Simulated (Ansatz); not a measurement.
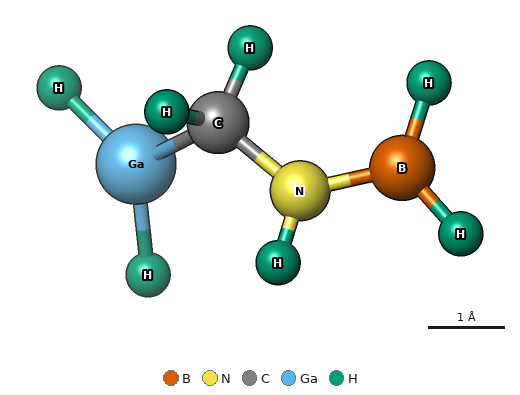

Fig. 1: The structure as given in the input (ball-and-stick view, seen at a tilt). Sticks mark near contacts. Bond lengths as drawn: B–H 1.20 Å, B–N 1.38 Å, C–Ga 1.99 Å, C–H 1.09 to 1.10 Å, C–N 1.45 Å, Ga–H 1.57 Å and H–N 1.01 Å.

Single-point calculation, with input and output: CH7BGaN

System: CH7BGaN, SMILES BN[CH2][GaH2].
Method: RKS LC-wPBE/cc-pVTZ-rifit (Ansatz 0.2.0).

Some settings of this run were made unusual or wrong on purpose. The geometry comes from this level: PBE0-D4/def2-TZVP.

Input
```yaml
crystal:
  periodic: [false, false, false]
  atoms:
    - {symbol: B, position_ang: [-0.644069, 1.806896, 0.627681]}
    - {symbol: N, position_ang: [0.274544, 0.799084, 0.396384]}
    - {symbol: C, position_ang: [0.038662, -0.630510, 0.452879]}
    - {symbol: Ga, position_ang: [0.413413, -1.611108, -1.235598]}
    - {symbol: H, position_ang: [-0.291008, 2.945278, 0.514140]}
    - {symbol: H, position_ang: [-1.766333, 1.510415, 0.928669]}
    - {symbol: H, position_ang: [1.211634, 1.051458, 0.121282]}
    - {symbol: H, position_ang: [0.623319, -1.094975, 1.259277]}
    - {symbol: H, position_ang: [-1.008962, -0.795191, 0.720193]}
    - {symbol: H, position_ang: [1.209583, -0.881653, -2.379365]}
    - {symbol: H, position_ang: [-0.060792, -3.099684, -1.405531]}
basis:
  gaussian: {orbitals: cc-pVTZ-rifit}
hamiltonian: {xc: {name: LC-wPBE}}
output: {forces: true}
```

Launched with:
```bash
ansatz run in.yaml --threads 4 --pin off --events-out ev --progress --plain --max-ram 10444MiB
```

Log
```
Functional definition: LC-wPBE
  name "LC-wPBE"
  cite "Vydrov & Scuseria, J. Chem. Phys. 125, 234109 (2006) doi:10.1063/1.2409292"
  cite "Heyd & Scuseria, J. Chem. Phys. 120, 7274 (2004) doi:10.1063/1.1668634"
  cite "Ernzerhof & Perdew, J. Chem. Phys. 109, 3313 (1998) doi:10.1063/1.476928"
  cite "Perdew, Burke & Ernzerhof, Phys. Rev. Lett. 77, 3865 (1996) doi:10.1103/PhysRevLett.77.3865"
  parent pbe
  parameter omega = 0.4/bohr
  exchange = pbe_x_sr(omega) + exact_x_lr(omega)
  correlation = pbe_c
1714 factors; their error is unknown
415 factors; integrals over basis functions are off by at most 1.5e-5 eV
mean field evaluation 1: about -44491.0700 eV, gradient 2.6e1 eV
mean field evaluation 2: about -44491.8915 eV, gradient 2.1e1 eV
mean field evaluation 4: about -44492.5627 eV, gradient 1.7e0 eV
mean field evaluation 8: about -44492.5714 eV, gradient 4.9e-2 eV
mean field evaluation 16: about -44492.5616 eV, gradient 1.4e-4 eV
mean field -44492.56155101 eV, -1635.0714788581 hartree, gradient 2.2e-5 eV, S^2 0.000000; 0 other end points of the search recorded, 0 dependent functions left out
the calculation of the forces begins
reference -44492.56155101 eV, -1635.0714788583 hartree; 28, 28 occupied and 591, 591 virtual orbitals, 1714 factors
Total energy: -44492.56155101 eV, -1635.0714788583 hartree
Atom 0 at    -0.644069     1.806896     0.627681 Å, force     0.251715    -0.224883    -0.049101 eV/Å
Atom 1 at     0.274544     0.799084     0.396384 Å, force    -0.232337     0.412015    -0.110789 eV/Å
Atom 2 at     0.038662    -0.630510     0.452879 Å, force     0.307858    -1.170588    -0.986700 eV/Å
Atom 3 at     0.413413    -1.611108    -1.235598 Å, force    -0.521346     1.232544     1.745280 eV/Å
Atom 4 at    -0.291008     2.945278     0.514140 Å, force    -0.155134    -0.409499     0.027943 eV/Å
Atom 5 at    -1.766333     1.510415     0.928669 Å, force     0.362652     0.090612    -0.093424 eV/Å
Atom 6 at     1.211634     1.051458     0.121282 Å, force    -0.234278    -0.065921     0.129453 eV/Å
Atom 7 at     0.623319    -1.094975     1.259277 Å, force    -0.258262     0.347257    -0.051421 eV/Å
Atom 8 at    -1.008962    -0.795191     0.720193 Å, force     0.298837     0.123506     0.008414 eV/Å
Atom 9 at     1.209583    -0.881653    -2.379365 Å, force     0.269014     0.101384    -0.427212 eV/Å
Atom 10 at    -0.060792    -3.099684    -1.405531 Å, force    -0.088719    -0.436427    -0.192443 eV/Å
Dipole moment:     0.238529    -0.299017     0.003265 e Å
```

What the run reported

| quantity | value |
| --- | --- |
| outcome | converged |
| total energy | −44492.5616 eV |
| SCF solution under orbital rotations | stable |
| largest force (length of the vector) | 2.199 eV/Å |
| dipole moment | 1.84 D |
| hardware | 4 threads of Arm Neoverse V2, 23 GiB of memory available, shared host |
| wall time | 12 s (CPU time 43 s) |
| peak memory | 2.2 GiB |

This input holds a deliberate fault: basis. The run converged all the same; its numbers are those of the faulty input and shouldn't be used.
